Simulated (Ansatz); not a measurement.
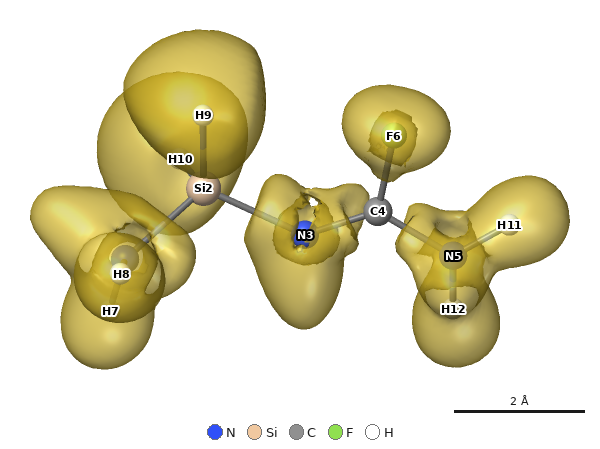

Figure 1: CH6FN3Si (SMILES N[SiH2]N=C(N)F). Isosurface of the ELF at 0.75 (yellow), seen across its widest extent. Core shells and regions of very low density are left out.

Geometry: PBE0-D4/def2-TZVP.

Level of theory: Ansatz, RKS PBE0-D4/def2-TZVPP.

```xyz
12

N     1.5334   -1.3570   -1.5526
Si    0.7139   -1.2066   -0.0556
N    -0.4835    0.0326   -0.0403
C    -0.7404    0.9414    0.7661
N    -1.6723    1.9111    0.6414
F    -0.0772    1.1301    1.9383
H     1.0226   -1.6154   -2.3818
H     2.2738   -0.7120   -1.7769
H     1.7674   -0.9778    0.9680
H    -0.0082   -2.4796    0.1907
H    -1.9178    2.4638    1.4418
H    -2.3350    1.8141   -0.1053
```

### Where are the electrons localised?

At this value the surface marks out two regions around hydrogen nuclei, one region on F in which the atom's valence shell and bonds are merged, one region on N in which the atom's valence shell and bonds are merged and two joined regions spread over several atoms (H, N), in which their bonds and any lone pairs are merged. Along the contacts the grid gives the following. C–N (1.24 Å): the ELF peaks at about 0.90 between the atoms (a short, multiple covalent bond). C–F (1.36 Å): the ELF peaks at about 0.80 between the atoms: a polar covalent bond.
